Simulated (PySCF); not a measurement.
Input file:

```
{"job": {"kind": "uv", "xc": "wB97X-D", "basis": "def2-SVPD", "nstates": 8, "ntriplets": 3}, "charge": 0, "multiplicity": 1}
C     -1.839921     0.625323    -0.443325
C     -0.902251    -0.268957    -0.151376
C      0.489998     0.099534     0.082932
N      0.880755     1.304608     0.016636
C      1.451295    -1.012172     0.408321
O      2.618002    -0.818362     0.618208
H     -2.864684     0.343828    -0.614891
H     -1.585742     1.669200    -0.515498
H     -1.136244    -1.322673    -0.073949
H      1.878930     1.411217     0.203912
H      1.015287    -2.028876     0.443066
```

Command:

```sh
OMP_NUM_THREADS=1 python probes_run.py task.json out
```

Geometry: GFN2-xTB.

These are results of wB97X-D/def2-SVPD, SCF density, gas phase in PySCF 2.14.0, not measurements.

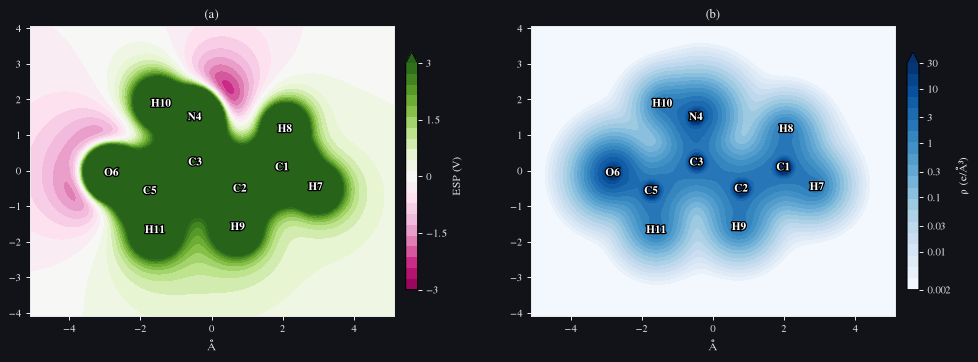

C₄H₅NO (SMILES [H]/N=C(/C=C)C=O). (a) electrostatic potential; (b) total electron density on the molecular plane.

Q: Read the bonding off the picture.

A:
- Atoms in the plane: C, N, O and H.
- C–O (1.20 Å): ρ at the midpoint is about 3.4 e/Å³.
- C–N (1.27 Å): the density is about 2.8 e/Å³ at the midpoint.
- C–C (1.33 Å): ρ is about 2.3 e/Å³ halfway.
- N–H (1.02 Å): ρ at the midpoint is about 2.8 e/Å³.
- C–C (1.46 Å): the density is about 1.9 e/Å³ at the midpoint.
- Outside the dense part of the molecule the potential is most negative (−2.3 V) near N4.
